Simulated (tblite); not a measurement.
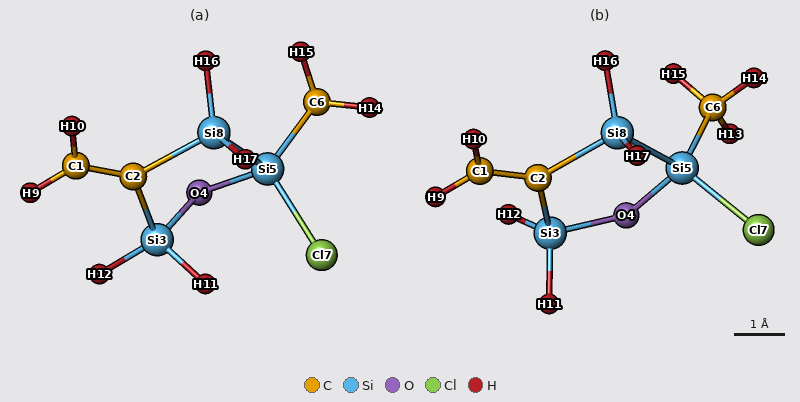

The structure of C3H9ClOSi3 before (left) and after (right) a relaxation, at one scale.

A ball-and-stick model, seen at a tilt.

Theory: GFN2-xTB geometry optimisation, gas phase (tblite 0.8.0). 

Describe what moved and what it gained.

Answer. Over 100 geometry steps the energy falls by 1.305 eV. The atom that moves furthest after the best rigid fit is H12 (1.42 Å). By element the largest moves are H 1.42 Å, Cl 0.98 Å, O 0.89 Å, Si 0.43 Å, C 0.26 Å. Near-neighbour distances that change, for instance: Si3–Si5 2.642 → 2.969 Å, O4–Si5 1.740 → 1.644 Å, Si3–O4 1.720 → 1.635 Å, Si5–Si8 2.252 → 2.312 Å. Bond angles that change, for instance: Si3–O4–Si5 99.5° → 129.8°, Si3–C2–Si8 103.1° → 112.9°, C6–Si5–Si8 111.8° → 121.4°. Groups turn about Si3–O4 by about 65°, C2–Si3 by about 45°, O4–Si5 by about 45°. The run took 2 s on 1 thread of Arm Neoverse N1, on a shared host.
